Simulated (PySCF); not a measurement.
C5H13NSi

Input

```
{"job": {"kind": "nmr", "xc": "PBE0", "basis": "pcSseg-1"}, "charge": 0, "multiplicity": 1}
C     -2.752541     0.316024    -0.052251
C     -1.578129    -0.653126    -0.125109
C     -0.352070    -0.131524     0.611217
C      0.841597    -1.111853     0.620748
Si     2.036799     0.307177     0.204086
N      2.912696     0.063751    -1.263164
C      0.322586     1.094275    -0.043576
H     -2.479446     1.278720    -0.478215
H     -3.052376     0.473020     0.982218
H     -3.606903    -0.073489    -0.602104
H     -1.874108    -1.612090     0.309792
H     -1.315954    -0.829904    -1.171487
H     -0.632798     0.111941     1.639385
H      0.748756    -1.852479    -0.170837
H      0.960673    -1.646395     1.559449
H      2.800622     0.832519     1.346638
H      3.270303     0.878589    -1.736251
H      3.612055    -0.661870    -1.274548
H      0.034456     1.191556    -1.088382
H      0.098634     2.035836     0.451180
```

Command:

```sh
OMP_NUM_THREADS=1 python probes_run.py task.json out
```

Geometry: GFN2-xTB.

Level of theory: PySCF, PBE0/pcSseg-1, SCF density, gas phase, non-relativistic.

Predict the electron density and electron localisation function between the atoms.

Answer. C–C (1.52 Å): the density is about 1.7 e/Å³ at the midpoint; the ELF peaks at about 0.95 between the atoms (a shared electron pair).
Si–N (1.73 Å): the density is about 1.1 e/Å³ at the midpoint; the ELF peaks at about 0.90 between the atoms; a polar covalent bond.
C–H (1.09 Å): ρ at the midpoint is about 2 e/Å³; the ELF climbs to about 1 towards the hydrogen, as it does in any bond to H; an ordinary covalent bond to hydrogen.
Si–H (1.47 Å): ρ at the midpoint is about 0.8 e/Å³; the ELF climbs to about 1 towards the hydrogen.

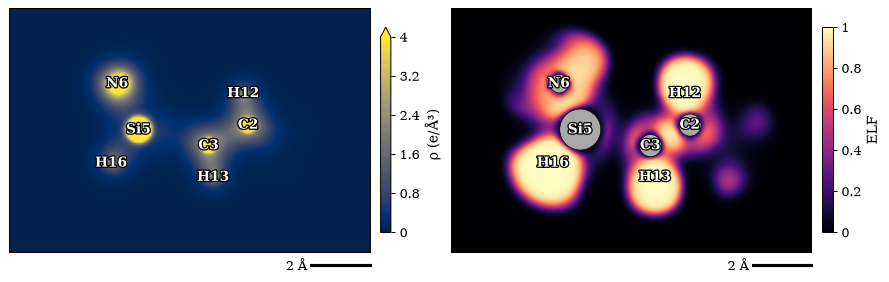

Computed electron density and electron localisation function on the plane of atoms N6, Si5 and H16, in this order. Grey discs cover the atomic cores in the ELF map. 
